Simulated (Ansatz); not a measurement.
**BH3O3 + HF: a complex and its separated parts, part 1 of 2**

The complex below is one end of an elementary step. How strongly is it bound against its free parts?

Computed with Ansatz 0.2.0, Gaussian basis. Level: PBE0-D4/def2-TZVP structures, single points in def2-TZVPP, no counterpoise correction.

Levels: SPW92, PBE-D4, BLYP-D4, r2SCAN-D4, B97M-V, PBE0-D4, B3LYP-D4, r2SCAN0-D4, BHLYP-D4, CAM-B3LYP-D4, wB97X-V, wB97M-V, B2PLYP, PBE-QIDH, RPA on PBE, Hartree-Fock, MP2, CCSD, CCSD(T).

Correlated methods freeze the cores. B3LYP uses VWN-RPA correlation. B2PLYP carries no dispersion term here.

94 further runs of the same task are left out: 94 set aside as unsound or not needed. Runs told in other sessions of the task aren't counted.

## 1. The starting structure

The complex: 9 atoms, charge 0, spin multiplicity 1.

Atoms are counted from 1 here; the program's logs count them from 0.

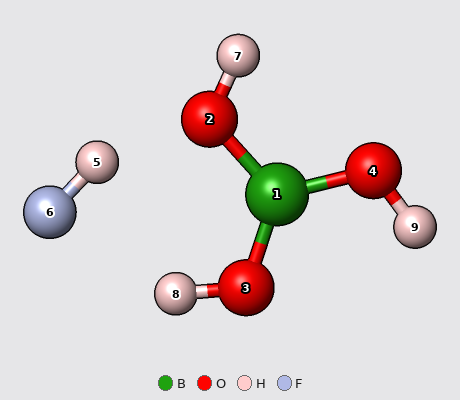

Start geometry, drawn with boron green, oxygen red, hydrogen pink, fluorine light blue; atoms are numbered from 1 in the order of the file.

Coordinates:

```mol
BFH4O3
  3D, bonds by distance, orders not assigned

  9  7  0  0  0  0  0  0  0  0999 V2000
   -0.4692    0.1561   -0.3865 B   0  0
    0.6712    0.7848    0.0877 O   0  0
   -0.7521   -1.1080    0.0041 O   0  0
   -1.2705    0.8486   -1.2400 O   0  0
    1.5070   -0.2090    1.1061 H   0  0
    1.6577   -1.0148    1.5780 F   0  0
    0.7886    1.6778   -0.2428 H   0  0
   -0.0972   -1.4758    0.6116 H   0  0
   -2.0356    0.3402   -1.5182 H   0  0
  1  2  8  0
  1  3  8  0
  1  4  8  0
  2  7  8  0
  3  8  8  0
  4  9  8  0
  5  6  8  0
M  END
```

Its parts: BH3O3 holds atoms 1, 2, 3, 4, 7, 8, 9; HF holds atoms 5, 6. Each part counts its atoms afresh in its own runs.

## 2. Relaxing BH3O3 alone

The input, relax-a/in.yaml:

```yaml
crystal:
  periodic: [false, false, false]
  atoms:
    - {symbol: B, position_ang: [-0.469223, 0.156141, -0.386538]}
    - {symbol: O, position_ang: [0.671169, 0.784814, 0.087750]}
    - {symbol: O, position_ang: [-0.752120, -1.107972, 0.004089]}
    - {symbol: O, position_ang: [-1.270513, 0.848610, -1.239995]}
    - {symbol: H, position_ang: [0.788640, 1.677810, -0.242841]}
    - {symbol: H, position_ang: [-0.097160, -1.475847, 0.611558]}
    - {symbol: H, position_ang: [-2.035635, 0.340167, -1.518205]}
basis:
  gaussian: {orbitals: def2-TZVP}
hamiltonian: {xc: pbe0, dispersion: d4}
relax: {f_tol: 0.005, max_steps: 200}
```

The run is started by

```sh
$ ansatz run in.yaml --threads 4 --pin off --events-out ev --progress --plain --max-ram 9574MiB
```

Log, shortened:

```text
Functional definition: PBE0
  name "PBE0"
  cite "Adamo & Barone, J. Chem. Phys. 110, 6158 (1999) doi:10.1063/1.478522"
  cite "Perdew, Burke & Ernzerhof, Phys. Rev. Lett. 77, 3865 (1996) doi:10.1103/PhysRevLett.77.3865"
  parent pbe
[...]
754 factors; their error is unknown
[...]
mean field -6866.26160282 eV, -252.3304597844 hartree, gradient 2.1e-5 eV, S^2 0.000000; 0 other end points of the search recorded, 0 dependent functions left out
[...]
reference -6866.26162790 eV, -252.3304607060 hartree; 16, 16 occupied and 126, 126 virtual orbitals, 754 factors
[...]
Total energy: -6866.35118119 eV, -252.3337517288 hartree
Atom 0 at    -0.452144     0.174765    -0.383448 Å, force     0.000243     0.000200     0.000050 eV/Å
Atom 1 at     0.676467     0.777890     0.094705 Å, force    -0.000066    -0.000109     0.000035 eV/Å
Atom 2 at    -0.758265    -1.101022    -0.002922 Å, force    -0.000262     0.000094    -0.000207 eV/Å
Atom 3 at    -1.274531     0.847488    -1.242092 Å, force     0.000047     0.000096    -0.000017 eV/Å
Atom 4 at     0.782079     1.669518    -0.243678 Å, force     0.000090     0.000182    -0.000036 eV/Å
Atom 5 at    -0.106900    -1.465579     0.599979 Å, force    -0.000084    -0.000063    -0.000038 eV/Å
Atom 6 at    -2.031549     0.320663    -1.506726 Å, force     0.000031    -0.000400     0.000212 eV/Å
Dipole moment:    -0.000063     0.000059    -0.000061 e Å
```

Run time: 8.5 s. Hardware: 4 threads of Arm Neoverse V1, shared host.

The steps of the relaxation:

| step | energy from step 1 (eV) | largest force component (eV/Å) |
| --- | --- | --- |
| 1 | 0.0000 | 1.0024 |
| 2 | -0.0143 | 0.5257 |
| 3 | -0.0198 | 0.0436 |
| 4 | -0.0196 | 0.1139 |
| 5 | -0.0199 | 0.0105 |
| 6 | -0.0200 | 0.0004 |

Distances of close pairs at the start and the end, largest changes first:

| bond | before (Å) | after (Å) | change (Å) |
| --- | --- | --- | --- |
| B1–O2 | 1.386 | 1.366 | -0.020 |
| B1–O3 | 1.353 | 1.366 | +0.013 |
| O3–H6 | 0.966 | 0.960 | -0.007 |
| B1–O4 | 1.360 | 1.366 | +0.006 |
| O4–H7 | 0.960 | 0.960 | -0.000 |
| O2–H5 | 0.959 | 0.960 | +0.000 |

## 3. Relaxing HF alone

The input, relax-b/in.yaml:

```yaml
crystal:
  periodic: [false, false, false]
  atoms:
    - {symbol: H, position_ang: [1.507006, -0.209019, 1.106150]}
    - {symbol: F, position_ang: [1.657734, -1.014804, 1.578032]}
basis:
  gaussian: {orbitals: def2-TZVP}
hamiltonian: {xc: pbe0, dispersion: d4}
relax: {f_tol: 0.005, max_steps: 200}
```

The run is started by

```sh
$ ansatz run in.yaml --threads 4 --pin off --events-out ev --progress --plain --max-ram 9574MiB
```

Log, shortened:

```text
[... 5 set-up lines as earlier in the session ...]
[...]
200 factors; their error is unknown
[...]
mean field -2731.78266322 eV, -100.3911612044 hartree, gradient 6.8e-6 eV, S^2 0.000000; 0 other end points of the search recorded, 0 dependent functions left out
[...]
reference -2731.80170840 eV, -100.3918611022 hartree; 5, 5 occupied and 32, 32 virtual orbitals, 200 factors
Total energy: -2731.80322170 eV, -100.3919167147 hartree
Atom 0 at     1.509063    -0.220018     1.112591 Å, force     0.000001    -0.000004     0.000002 eV/Å
Atom 1 at     1.655677    -1.003805     1.571591 Å, force    -0.000001     0.000004    -0.000002 eV/Å
Dipole moment:    -0.063873     0.341459    -0.199965 e Å
```

Run time: 0.65 s. Hardware: 4 threads of Arm Neoverse V1, shared host.

The steps of the relaxation:

| step | energy from step 1 (eV) | largest force component (eV/Å) |
| --- | --- | --- |
| 1 | 0.0000 | 1.2172 |
| 2 | -0.0181 | 0.2844 |
| 3 | -0.0190 | 0.0200 |
| 4 | -0.0190 | 0.0054 |
| 5 | -0.0190 | 0.0000 |

The bond:

| bond | before (Å) | after (Å) | change (Å) |
| --- | --- | --- | --- |
| H1–F2 | 0.946 | 0.920 | -0.026 |

## 4. SPW92/def2-TZVPP

The input, parta/in.yaml:

```yaml
crystal:
  periodic: [false, false, false]
  atoms:
    - {symbol: B, position_ang: [-0.452144, 0.174765, -0.383448]}
    - {symbol: O, position_ang: [0.676467, 0.777890, 0.094705]}
    - {symbol: O, position_ang: [-0.758265, -1.101022, -0.002922]}
    - {symbol: O, position_ang: [-1.274531, 0.847488, -1.242092]}
    - {symbol: H, position_ang: [0.782079, 1.669518, -0.243678]}
    - {symbol: H, position_ang: [-0.106900, -1.465579, 0.599979]}
    - {symbol: H, position_ang: [-2.031549, 0.320663, -1.506726]}
basis:
  gaussian: {orbitals: def2-TZVPP}
hamiltonian: {xc: lda}
```

The input, partb/in.yaml:

```yaml
crystal:
  periodic: [false, false, false]
  atoms:
    - {symbol: H, position_ang: [1.509063, -0.220018, 1.112591]}
    - {symbol: F, position_ang: [1.655677, -1.003805, 1.571591]}
basis:
  gaussian: {orbitals: def2-TZVPP}
hamiltonian: {xc: lda}
```

Each run has its own folder and the same command.

The run is started by

```sh
$ ansatz run in.yaml --threads 4 --pin off --events-out ev --progress --plain --max-ram 9574MiB
```

Output in parta, shortened:

```text
Functional definition: SPW92
  name "SPW92"
  cite "Dirac, Proc. Camb. Phil. Soc. 26, 376 (1930) doi:10.1017/S0305004100016108"
  cite "Slater, Phys. Rev. 81, 385 (1951) doi:10.1103/PhysRev.81.385"
  cite "Perdew & Wang, Phys. Rev. B 45, 13244 (1992) doi:10.1103/PhysRevB.45.13244"
[...]
799 factors; their error is unknown
[...]
mean field -6822.34930837 eV, -250.7167127282 hartree, gradient 7.2e-5 eV, S^2 0.000000; 0 other end points of the search recorded, 0 dependent functions left out
reference -6822.34934161 eV, -250.7167139498 hartree; 16, 16 occupied and 150, 150 virtual orbitals, 799 factors
Total energy: -6822.34934161 eV, -250.7167139498 hartree
```

Output in partb, shortened:

```text
[... 5 set-up lines as earlier in the session ...]
[...]
215 factors; their error is unknown
[...]
mean field -2716.76651758 eV, -99.8393280305 hartree, gradient 3.5e-5 eV, S^2 0.000000; 0 other end points of the search recorded, 0 dependent functions left out
reference -2716.76652866 eV, -99.8393284378 hartree; 5, 5 occupied and 40, 40 virtual orbitals, 215 factors
Total energy: -2716.76652866 eV, -99.8393284378 hartree
```

Times: 0.5 s (parta), 0.1 s (partb) on 4 threads of Arm Neoverse V1, shared host.

## 5. PBE-D4/def2-TZVPP

Each input of step 4 (parta, partb) changes in the same lines:

```diff
-hamiltonian: {xc: lda}
+hamiltonian: {xc: pbe, dispersion: d4}
```

Each run has its own folder and the same command.

The run is started by

```sh
$ ansatz run in.yaml --threads 4 --pin off --events-out ev --progress --plain --max-ram 9574MiB
```

parta printed, shortened:

```text
Functional definition: PBE
  name "PBE"
[... 2 set-up lines as earlier in the session ...]
[...]
799 factors; their error is unknown
[...]
mean field -6866.23675893 eV, -252.3295467882 hartree, gradient 1.1e-5 eV, S^2 0.000000; 0 other end points of the search recorded, 0 dependent functions left out
reference -6866.23679500 eV, -252.3295481139 hartree; 16, 16 occupied and 150, 150 virtual orbitals, 799 factors
Total energy: -6866.32162734 eV, -252.3326656447 hartree
```

partb printed, shortened:

```text
[... 4 set-up lines as earlier in the session ...]
[...]
215 factors; their error is unknown
[...]
mean field -2731.84359227 eV, -100.3934003058 hartree, gradient 4.8e-5 eV, S^2 0.000000; 0 other end points of the search recorded, 0 dependent functions left out
reference -2731.84360438 eV, -100.3934007507 hartree; 5, 5 occupied and 40, 40 virtual orbitals, 215 factors
Total energy: -2731.84549826 eV, -100.3934703498 hartree
```

Wall times: 0.85 s (parta), 0.15 s (partb) on 4 threads of Arm Neoverse V1, shared host.

## 6. BLYP-D4/def2-TZVPP

Each input of step 5 (parta, partb) changes in the same lines:

```diff
-hamiltonian: {xc: pbe, dispersion: d4}
+hamiltonian: {xc: {name: BLYP}, dispersion: d4}
```

The same command starts each run, in its folder.

The run is started by

```sh
$ ansatz run in.yaml --threads 4 --pin off --events-out ev --progress --plain --max-ram 9574MiB
```

Output in parta, shortened:

```text
Functional definition: BLYP
  name "BLYP"
  cite "Becke, Phys. Rev. A 38, 3098 (1988) doi:10.1103/PhysRevA.38.3098"
  cite "Lee, Yang & Parr, Phys. Rev. B 37, 785 (1988) doi:10.1103/PhysRevB.37.785"
[...]
799 factors; their error is unknown
[...]
mean field -6872.59176790 eV, -252.5630890602 hartree, gradient 1.3e-5 eV, S^2 0.000000; 0 other end points of the search recorded, 0 dependent functions left out
reference -6872.59205574 eV, -252.5630996383 hartree; 16, 16 occupied and 150, 150 virtual orbitals, 799 factors
Total energy: -6872.78881370 eV, -252.5703303597 hartree
```

Output in partb, shortened:

```text
[... 4 set-up lines as earlier in the session ...]
[...]
215 factors; their error is unknown
[...]
mean field -2734.23794122 eV, -100.4813910067 hartree, gradient 3.9e-5 eV, S^2 0.000000; 0 other end points of the search recorded, 0 dependent functions left out
reference -2734.23806482 eV, -100.4813955492 hartree; 5, 5 occupied and 40, 40 virtual orbitals, 215 factors
Total energy: -2734.24264683 eV, -100.4815639346 hartree
```

They took 0.85 s (parta), 0.15 s (partb) on 4 threads of Arm Neoverse V1, shared host.

## 7. r2SCAN-D4/def2-TZVPP

Each input of step 6 (parta, partb) changes in the same lines:

```diff
-hamiltonian: {xc: {name: BLYP}, dispersion: d4}
+hamiltonian: {xc: r2scan, dispersion: d4}
```

One command serves all of them, each in its own folder.

The run is started by

```sh
$ ansatz run in.yaml --threads 4 --pin off --events-out ev --progress --plain --max-ram 9574MiB
```

parta printed, shortened:

```text
Functional definition: r2SCAN
  name "r2SCAN"
  cite "Furness, Kaplan, Ning, Perdew & Sun, J. Phys. Chem. Lett. 11, 8208 (2020) doi:10.1021/acs.jpclett.0c02405"
  cite "Furness, Kaplan, Ning, Perdew & Sun, J. Phys. Chem. Lett. 11, 9248 (2020) doi:10.1021/acs.jpclett.0c03077"
  parent r2scan
[...]
799 factors; their error is unknown
[...]
mean field -6870.46526943 eV, -252.4849416830 hartree, gradient 2.3e-5 eV, S^2 0.000000; 0 other end points of the search recorded, 0 dependent functions left out
reference -6870.46527994 eV, -252.4849420692 hartree; 16, 16 occupied and 150, 150 virtual orbitals, 799 factors
Total energy: -6870.48533370 eV, -252.4856790311 hartree
```

Output in partb, shortened:

```text
[... 5 set-up lines as earlier in the session ...]
[...]
215 factors; their error is unknown
[...]
mean field -2733.29261891 eV, -100.4466510525 hartree, gradient 6.5e-6 eV, S^2 0.000000; 0 other end points of the search recorded, 0 dependent functions left out
reference -2733.29262209 eV, -100.4466511694 hartree; 5, 5 occupied and 40, 40 virtual orbitals, 215 factors
Total energy: -2733.29307962 eV, -100.4466679835 hartree
```

They took 1.6 s (parta), 0.45 s (partb) on 4 threads of Arm Neoverse V1, shared host.

## 8. B97M-V/def2-TZVPP

Each input of step 7 (parta, partb) changes in the same lines:

```diff
-hamiltonian: {xc: r2scan, dispersion: d4}
+hamiltonian: {xc: {name: B97M-V}}
```

Each run has its own folder and the same command.

The run is started by

```sh
$ ansatz run in.yaml --threads 4 --pin off --events-out ev --progress --plain --max-ram 9574MiB
```

Output in parta, shortened:

```text
Functional definition: B97M-V
  name "B97M-V"
  cite "Mardirossian & Head-Gordon, J. Chem. Phys. 142, 074111 (2015) doi:10.1063/1.4907719"
  cite "Becke, J. Chem. Phys. 107, 8554 (1997) doi:10.1063/1.475007"
  cite "Vydrov & Van Voorhis, J. Chem. Phys. 133, 244103 (2010) doi:10.1063/1.3521275"
  # Of w^i u^j: cxij and so on, Table III.
[...]
  gx(w, u) = cx00 + cx01*u + cx02*u^2 + (cx10 + cx11*u)*w
[...]
  gos(w, u) = cos00 + cos01*u + cos03*u^3 + cos10*w + cos32*w^3*u^2
[...]
      + integral(e_c_pw_mod_opposite_spin*gos(b97_w_opposite, b97_u_opposite)) + vv10(b, c)
799 factors; their error is unknown
[...]
mean field -6872.27222368 eV, -252.5513460270 hartree, gradient 1.3e-5 eV, S^2 0.000000; 0 other end points of the search recorded, 0 dependent functions left out
reference -6872.27227574 eV, -252.5513479400 hartree; 16, 16 occupied and 150, 150 virtual orbitals, 799 factors
Total energy: -6872.27227574 eV, -252.5513479400 hartree
```

Log of partb, shortened:

```text
[... 5 set-up lines as earlier in the session ...]
  # Of w^i u^j: cxij and so on, Table III.
[...]
  gx(w, u) = cx00 + cx01*u + cx02*u^2 + (cx10 + cx11*u)*w
[...]
  gos(w, u) = cos00 + cos01*u + cos03*u^3 + cos10*w + cos32*w^3*u^2
[...]
      + integral(e_c_pw_mod_opposite_spin*gos(b97_w_opposite, b97_u_opposite)) + vv10(b, c)
215 factors; their error is unknown
[...]
mean field -2733.38837279 eV, -100.4501699429 hartree, gradient 2.3e-5 eV, S^2 0.000000; 0 other end points of the search recorded, 0 dependent functions left out
reference -2733.38839051 eV, -100.4501705939 hartree; 5, 5 occupied and 40, 40 virtual orbitals, 215 factors
Total energy: -2733.38839051 eV, -100.4501705939 hartree
```

Wall times: 3.1 s (parta), 0.3 s (partb) on 4 threads of Arm Neoverse V1, shared host.

## 9. PBE0-D4/def2-TZVPP

The same edit goes into each in.yaml of step 8 (parta, partb):

```diff
-hamiltonian: {xc: {name: B97M-V}}
+hamiltonian: {xc: pbe0, dispersion: d4}
+output: {orbitals: {seedname: orbitals}}
```

The same command starts each run, in its folder.

The run is started by

```sh
$ ansatz run in.yaml --threads 4 --pin off --events-out ev --progress --plain --max-ram 9574MiB
```

Output in parta, shortened:

```text
[... 5 set-up lines as earlier in the session ...]
[...]
799 factors; their error is unknown
[...]
mean field -6866.39833041 eV, -252.3354844305 hartree, gradient 3.4e-5 eV, S^2 0.000000; 0 other end points of the search recorded, 0 dependent functions left out
reference -6866.39835599 eV, -252.3354853706 hartree; 16, 16 occupied and 150, 150 virtual orbitals, 799 factors
Total energy: -6866.46798441 eV, -252.3380441680 hartree
```

partb printed, shortened:

```text
[... 5 set-up lines as earlier in the session ...]
[...]
215 factors; their error is unknown
[...]
mean field -2731.86111781 eV, -100.3940443577 hartree, gradient 4.0e-5 eV, S^2 0.000000; 0 other end points of the search recorded, 0 dependent functions left out
reference -2731.86112653 eV, -100.3940446779 hartree; 5, 5 occupied and 40, 40 virtual orbitals, 215 factors
Total energy: -2731.86263982 eV, -100.3941002904 hartree
```

Wall times: 1.2 s (parta), 0.15 s (partb) on 4 threads of Arm Neoverse V1, shared host.

## 10. B3LYP-D4/def2-TZVPP

The same edit goes into each in.yaml of step 9 (parta, partb):

```diff
-hamiltonian: {xc: pbe0, dispersion: d4}
-output: {orbitals: {seedname: orbitals}}
+hamiltonian: {xc: {name: B3LYP}, dispersion: d4}
```

One command serves all of them, each in its own folder.

The run is started by

```sh
$ ansatz run in.yaml --threads 4 --pin off --events-out ev --progress --plain --max-ram 9574MiB
```

parta printed, shortened:

```text
Functional definition: B3LYP
  name "B3LYP"
  cite "Stephens, Devlin, Chabalowski & Frisch, J. Phys. Chem. 98, 11623 (1994) doi:10.1021/j100096a001"
[... 2 set-up lines as earlier in the session ...]
  cite "Vosko, Wilk & Nusair, Can. J. Phys. 58, 1200 (1980) doi:10.1139/p80-159"
[...]
799 factors; their error is unknown
[...]
mean field -6874.07825546 eV, -252.6177164704 hartree, gradient 3.0e-5 eV, S^2 0.000000; 0 other end points of the search recorded, 0 dependent functions left out
reference -6874.07846427 eV, -252.6177241444 hartree; 16, 16 occupied and 150, 150 virtual orbitals, 799 factors
Total energy: -6874.21504586 eV, -252.6227434250 hartree
```

partb printed, shortened:

```text
[... 6 set-up lines as earlier in the session ...]
[...]
215 factors; their error is unknown
[...]
mean field -2734.54626022 eV, -100.4927215212 hartree, gradient 1.9e-5 eV, S^2 0.000000; 0 other end points of the search recorded, 0 dependent functions left out
reference -2734.54635107 eV, -100.4927248596 hartree; 5, 5 occupied and 40, 40 virtual orbitals, 215 factors
Total energy: -2734.54934078 eV, -100.4928347296 hartree
```

Times: 1.8 s (parta), 0.15 s (partb) on 4 threads of Arm Neoverse V1, shared host.

## 11. r2SCAN0-D4/def2-TZVPP

The same edit goes into each in.yaml of step 10 (parta, partb):

```diff
-hamiltonian: {xc: {name: B3LYP}, dispersion: d4}
+hamiltonian: {xc: {name: r2SCAN0}, dispersion: d4}
```

The same command starts each run, in its folder.

The run is started by

```sh
$ ansatz run in.yaml --threads 4 --pin off --events-out ev --progress --plain --max-ram 9574MiB
```

Output in parta, shortened:

```text
Functional definition: r2SCAN0
  name "r2SCAN0"
  cite "Bursch, Neugebauer, Ehlert & Grimme, J. Chem. Phys. 156, 134105 (2022) doi:10.1063/5.0086040"
[... 3 set-up lines as earlier in the session ...]
[...]
799 factors; their error is unknown
[...]
mean field -6869.53904333 eV, -252.4509035015 hartree, gradient 2.8e-5 eV, S^2 0.000000; 0 other end points of the search recorded, 0 dependent functions left out
reference -6869.53905145 eV, -252.4509038001 hartree; 16, 16 occupied and 150, 150 virtual orbitals, 799 factors
Total energy: -6869.56198833 eV, -252.4517467148 hartree
```

Log of partb, shortened:

```text
[... 6 set-up lines as earlier in the session ...]
[...]
215 factors; their error is unknown
[...]
mean field -2732.94545896 eV, -100.4338931598 hartree, gradient 6.6e-5 eV, S^2 0.000000; 0 other end points of the search recorded, 0 dependent functions left out
reference -2732.94546142 eV, -100.4338932503 hartree; 5, 5 occupied and 40, 40 virtual orbitals, 215 factors
Total energy: -2732.94596339 eV, -100.4339116974 hartree
```

Wall times: 2.3 s (parta), 0.5 s (partb) on 4 threads of Arm Neoverse V1, shared host.

## 12. BHLYP-D4/def2-TZVPP

The same edit goes into each in.yaml of step 11 (parta, partb):

```diff
-hamiltonian: {xc: {name: r2SCAN0}, dispersion: d4}
+hamiltonian: {xc: {name: BHLYP}, dispersion: d4}
```

The same command starts each run, in its folder.

The run is started by

```sh
$ ansatz run in.yaml --threads 4 --pin off --events-out ev --progress --plain --max-ram 9574MiB
```

parta printed, shortened:

```text
Functional definition: BHLYP
  name "BHLYP"
  cite "Becke, J. Chem. Phys. 98, 1372 (1993) doi:10.1063/1.464304"
[... 2 set-up lines as earlier in the session ...]
[...]
917 factors; their error is unknown
[...]
mean field -6870.67759161 eV, -252.4927443790 hartree, gradient 9.0e-5 eV, S^2 0.000000; 0 other end points of the search recorded, 0 dependent functions left out
reference -6870.67772776 eV, -252.4927493824 hartree; 16, 16 occupied and 150, 150 virtual orbitals, 917 factors
Total energy: -6870.76930547 eV, -252.4961148012 hartree
```

Output in partb, shortened:

```text
[... 5 set-up lines as earlier in the session ...]
[...]
234 factors; their error is unknown
[...]
mean field -2733.43313204 eV, -100.4518148151 hartree, gradient 1.2e-5 eV, S^2 0.000000; 0 other end points of the search recorded, 0 dependent functions left out
reference -2733.43319258 eV, -100.4518170398 hartree; 5, 5 occupied and 40, 40 virtual orbitals, 234 factors
Total energy: -2733.43492055 eV, -100.4518805415 hartree
```

Wall times: 1.5 s (parta), 0.2 s (partb) on 4 threads of Arm Neoverse V1, shared host.

(Continued in part 2 of 2.)
